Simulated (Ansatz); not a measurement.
F2Si···NH3

```xyz
7

Si   -1.3854   -0.1872   -0.1110
N     0.6913   -0.1833   -0.3275
H     1.0851   -1.1159   -0.2588
F    -1.1366   -0.5724    1.4635
F    -1.2919    1.4459    0.0054
H     1.0557    0.3822    0.4355
H     0.9818    0.2306   -1.2073
```

The product side of a reaction path; geometry: PBE0-D4/def2-TZVP.

Computed with RKS PBE0-D4/def2-TZVPP (Ansatz).

> Predict the electron density and electron localisation function between the atoms.

Si–F (1.64 Å): ρ is about 1.1 e/Å³ halfway; the ELF peaks at about 0.85 in the valence shell of F, 0.6 Å from its nucleus, and is about 0.40 at the midpoint.

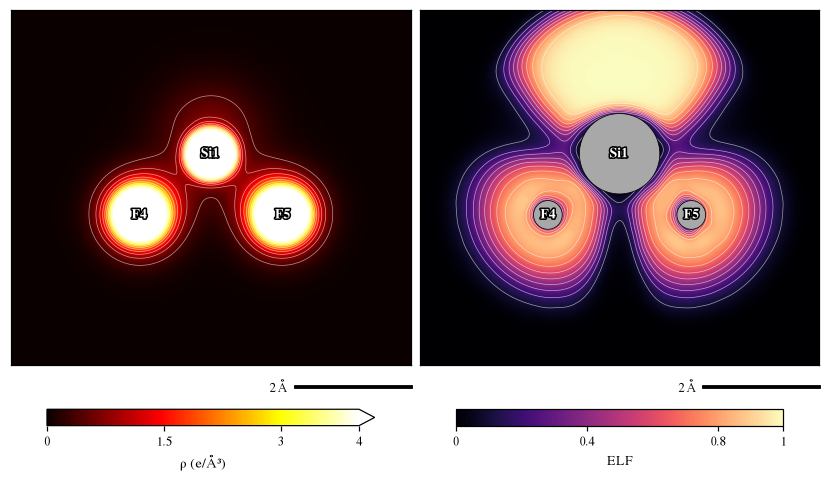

Computed electron density and electron localisation function on the plane of atoms F4, Si1 and F5, in this order. Grey discs cover the atomic cores in the ELF map. 
